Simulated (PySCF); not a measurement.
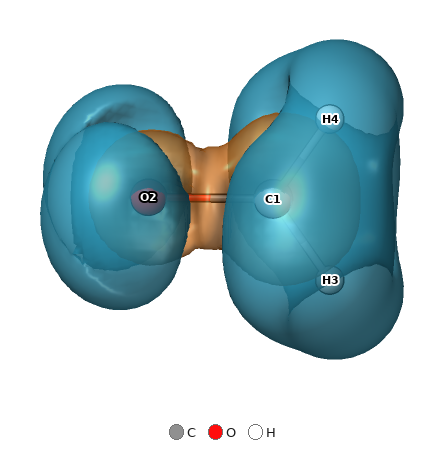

*CH₂O, charge −1, doublet, SMILES `[CH2][O-]`. Fukui function f⁻ = ρ(N) − ρ(N−1) at fixed geometry, surfaces at ±0.015 e/Å³ (light blue positive, orange negative).*

PySCF calculation, B3LYP/6-311+G**, gas phase; geometry: GFN2-xTB. The highest occupied Kohn–Sham orbital has positive energy, a self-interaction fault of such functionals for anions. No frequency check shows the geometry to be a minimum. GFN2-xTB doesn't know the spin state, so this open-shell geometry is rough.

Geometry (Å), atoms numbered from 1:

```
C1       0.5824    0.0000    0.0000
O2      -0.7309    0.0000    0.0000
H3       1.1763   -0.9330    0.0000
H4       1.1763    0.9330    0.0000
```

### Which atoms respond most to the removal of an electron?

f⁻ (Hirshfeld-condensed) is largest on C1 (0.42) and O2 (0.27); the vertical detachment energy is −0.20 eV (to the singlet neutral species, which needn't be its lowest state). Condensed values hint at sites of electrophilic attack but needn't mark the atom that reacts. Orbital relaxation makes it negative in places (0.14 e in all).

Run time: 5.8 s on 1 thread of Arm Neoverse V2, with other jobs on the host, peak memory 0.22 GiB.
